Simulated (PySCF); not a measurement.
# C₆H₁₀OSi (SMILES C=CC(=C)C(=C)O[SiH3]): what the fields show

```xyz
18

C    -2.3180    0.5364   -1.6241
C    -2.1959   -0.1627   -0.5034
C    -0.9383   -0.5449    0.1332
C    -0.8861   -1.5962    0.9565
C     0.2929    0.2292   -0.1407
C     0.3083    1.5532   -0.2634
O     1.4059   -0.5363   -0.1953
Si    2.9920   -0.2159   -0.3253
H    -1.4629    0.9111   -2.1602
H    -3.2841    0.7469   -2.0506
H    -3.0817   -0.5522   -0.0176
H     0.0375   -1.9065    1.4135
H    -1.7630   -2.1790    1.1826
H     1.2286    2.0849   -0.4278
H    -0.5941    2.1287   -0.1818
H     3.5040   -1.5764   -0.2902
H     3.2938    0.4796   -1.5781
H     3.4522    0.6064    0.7962
```

Geometry: GFN2-xTB, NEB image 0 of 0 to 8.

The calculation used PBE0/pcSseg-1, SCF density, gas phase, non-relativistic in PySCF.

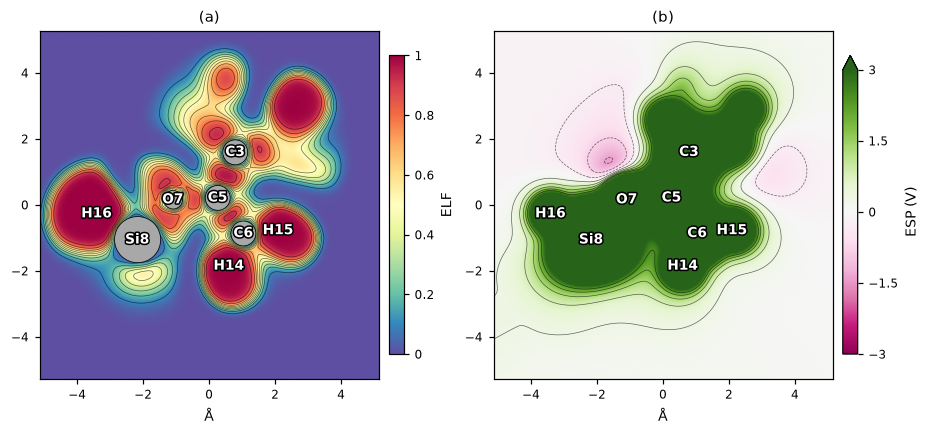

Figure 1. (a) ELF; (b) electrostatic potential on the plane of atoms C5, C6 and H14. Grey discs cover the atomic cores in the ELF map.

What do the fields say about this system?

Answer. The plane passes through C, O, Si and H nuclei. C–C (1.33 Å): the ELF peaks at about 0.95 between the atoms: a short, multiple covalent bond. C–O (1.35 Å): the ELF peaks at about 0.90 between the atoms (a shared but strongly polarised pair). Si–O (1.62 Å): the ELF peaks at about 0.90 between the atoms, as expected for a short, strongly polar bond. C–H (1.07 Å): the ELF climbs to about 1 towards the hydrogen, as it does in any bond to H; an ordinary covalent bond to hydrogen. C–C (1.48 Å): the ELF peaks at about 0.95 between the atoms; a shared electron pair. The ELF also peaks beside O7, away from the bonds: lone-pair regions. Outside the dense part of the molecule the potential is most negative (−1.4 V) near O7.

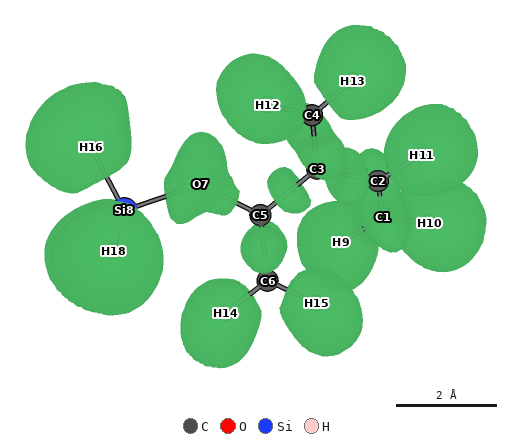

Figure 2. Isosurface of the ELF at 0.75 (green), seen at a tilt. Core shells and regions of very low density are left out.

Where are the electrons localised?

Answer. The surface consists of five regions between bonded C–C atoms (shared pairs), ten regions around hydrogen nuclei and one region on O in which the atom's valence shell and bonds are merged.

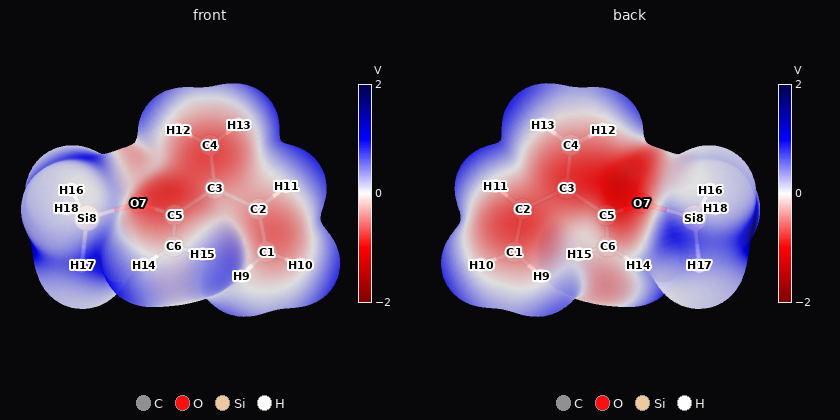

Figure 3. The molecular electrostatic potential painted on the density surface at 0.002 e/bohr³, seen from the front and from behind; red is negative and blue positive.

Describe the electrostatic potential map.

Answer. The most negative region (about −1.1 V) lies over O7, the most positive (about +1.7 V) over Si8. O7 is the likeliest acceptor of a hydrogen bond.
